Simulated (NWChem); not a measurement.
# ZnH2 (SMILES [ZnH2]) at SVWN5/6-31G(d) (density fitting, spherical functions)

What is the vertical ionisation energy of ZnH2 at SVWN5/6-31G* (density fitting, spherical functions)? 

The results are computed with NWChem 7.3.0.

2 further runs of the same task are left out: 1 that didn't finish, 1 set aside as unsound or not needed.

**1. The system as given**

The species is ZnH2 (3 atoms), meant as a singlet with charge 0. SMILES: `[ZnH2]`. The shape is that of a PBE0-D4/def2-TZVP optimisation.

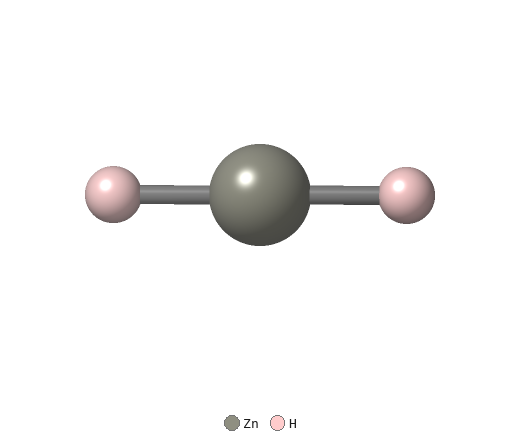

Viewed from a chosen angle; zinc grey, hydrogen pink.

**2. A single-point energy at SVWN5/6-31G(d) (density fitting, spherical functions)**

h2zn.nw

```
start h2zn
memory 2200 mb

geometry units angstroms noautosym nocenter noautoz
   Zn    -0.003700    -0.021600    -0.004400
   H      0.590600     1.324200     0.465500
   H     -0.597900    -1.367400    -0.474400
end

basis spherical bse
   * library 6-31G*
end

basis "cd basis" spherical
   * library "dgauss a2 dft coulomb fitting"
end

dft
   xc slater vwn_5
   grid fine
   convergence energy 1e-08
   iterations 100
   mulliken
   print low
end

task dft energy
```

Started as:

```console
nwchem h2zn.nw > h2zn.out
```

Standard output, shortened:

```text
[...]
 d= 0,ls=0.0,diis     1  -1777.4788322822 -1.80D+03  1.85D-02  8.41D-02     0.5
[...]
 d= 0,ls=0.0,diis     7  -1777.4994060737 -3.49D-09  6.89D-08  1.73D-11     0.7
         Total DFT energy =    -1777.499406073669
      One electron energy =    -2524.181842721021
           Coulomb energy =      794.863650903950
    Exchange-Corr. energy =      -68.911125488590
 Nuclear repulsion energy =       20.729911231991
[...]
      Total Density - Mulliken Population Analysis
     ---------------------------------------------
    Atom       Charge   Shell Charges
 -----------   ------   -------------------------------------------------------
    1 Zn  30    29.95   2.00  2.00  6.00  2.00  6.00  0.97  0.65  0.31  0.15  6.75  3.13  0.00
    2 H    1     1.03   0.46  0.57
    3 H    1     1.03   0.46  0.57
[...]
```

Wall time 1.3 s (1 thread of Intel Xeon 6975P-C (Granite Rapids), shared host); peak memory 0.11 GiB.

**3. The doublet cation at the same level**

h2zn.nw

```
start h2zn
title "H2Zn"
memory total 2200 mb
charge 1
geometry units angstroms noautosym nocenter noautoz
  Zn   -0.003700   -0.021600   -0.004400
  H     0.590600    1.324200    0.465500
  H    -0.597900   -1.367400   -0.474400
end
basis spherical bse
  Zn library 6-31G*
  H library 6-31G*
end
basis "cd basis" spherical
  Zn library "dgauss a2 dft coulomb fitting"
  H library "dgauss a2 dft coulomb fitting"
end
dft
  xc slater vwn_5
  mult 2
  grid fine
  convergence energy 1e-08
  iterations 100
  mulliken
  print low
end
task dft
```

Started as:

```console
nwchem h2zn.nw > h2zn.out
```

Standard output, shortened:

```text
[...]
 d= 0,ls=0.0,diis     1  -1776.4657521460 -1.80D+03  6.37D-02  3.20D+00     0.4
[...]
 d= 0,ls=0.5,diis    30  -1777.1105571119 -8.76D-09  1.29D-06  1.93D-09     2.2
[...]
         Total DFT energy =    -1777.110557115825
      One electron energy =    -2514.321303619183
           Coulomb energy =      785.125789359903
    Exchange-Corr. energy =      -68.644954088536
 Nuclear repulsion energy =       20.729911231991
[...]
      Total Density - Mulliken Population Analysis
     ---------------------------------------------
    Atom       Charge   Shell Charges
 -----------   ------   -------------------------------------------------------
    1 Zn  30    29.35   2.00  2.00  6.00  2.00  6.00  1.07  0.34  0.06 -0.02  6.77  3.14  0.00
    2 H    1     0.83   0.40  0.43
    3 H    1     0.83   0.40  0.43
[...]
      <S2> =      0.7582 (Exact =     0.7500)
[...]
```

It took 2.8 s on 1 thread of Intel Xeon 6975P-C (Granite Rapids), shared host; peak memory 0.11 GiB.

**4. Outcome**

Level: SVWN5/6-31G* (density fitting, spherical functions).

| quantity | value |
| --- | --- |
| singlet ZnH2: total energy | -1777.49941 Eh |
| doublet cation: total energy | -1777.11056 Eh |
| doublet cation: ⟨S²⟩ | 0.758 |
| vertical ionisation energy (to the doublet cation) | 10.581 eV |

Removing an electron at fixed nuclei costs 10.58 eV (244 kcal/mol). Mulliken charges (doublet cation) run from +0.17 on H2 to +0.65 on Zn1; they depend strongly on the basis.
